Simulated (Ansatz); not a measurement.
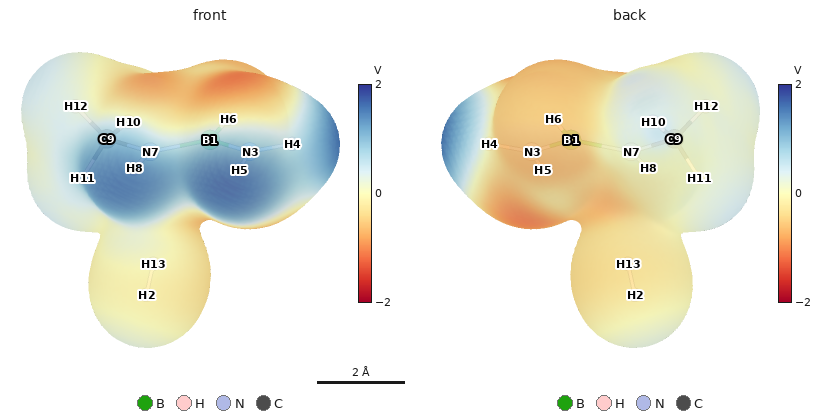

Figure. CH₇BN₂···H₂. The electrostatic potential painted on the density surface at 0.002 e/bohr³, seen from the front and from behind; the colour scale runs from red (negative) to blue (positive).

Method: RKS B3LYP-D4/6-31G* in Ansatz.

The calculation's input:

```
crystal:
  periodic: [false, false, false]
  atoms:
    - { symbol: B, position_ang: [0.407882, 0.600241, -0.525888] }
    - { symbol: H, position_ang: [-0.449949, -0.108123, 1.606088] }
    - { symbol: "N", position_ang: [1.54492, -0.230266, -0.480558] }
    - { symbol: H, position_ang: [1.536052, -1.159265, -0.869643] }
    - { symbol: H, position_ang: [2.431239, 0.030409, -0.072578] }
    - { symbol: H, position_ang: [-0.600735, 0.189306, -1.025192] }
    - { symbol: "N", position_ang: [0.418935, 1.990409, -0.009632] }
    - { symbol: H, position_ang: [1.261097, 2.362172, 0.411791] }
    - { symbol: C, position_ang: [-0.664279, 2.943313, -0.129352] }
    - { symbol: H, position_ang: [-1.516251, 2.455677, -0.608175] }
    - { symbol: H, position_ang: [-1.006389, 3.317018, 0.849597] }
    - { symbol: H, position_ang: [-0.393194, 3.817909, -0.740135] }
    - { symbol: H, position_ang: [-0.403927, 0.597999, 1.585079] }
basis:
  gaussian: { orbitals: "6-31G*" }
hamiltonian:
  xc: b3lyp
  dispersion: d4
relax:
  f_tol: 0.03
  max_steps: 50
output:
  orbitals: {}
```

Launched as:

```sh
ansatz run input.yaml --threads 1 --pin off --max-ram 2048MiB --backend cpu --events-out ev --progress --plain --runs-dir out
```

The fields are those of the run's last geometry, not of the input's.

**Which sites attract a positive test charge, and which a negative one?**

A positive charge is drawn to the negative regions and a negative charge to the positive ones. The most negative region (about −1.1 V) lies over N3, the most positive (about +1.6 V) over H5 and H8. N3 is the likeliest acceptor of a hydrogen bond.
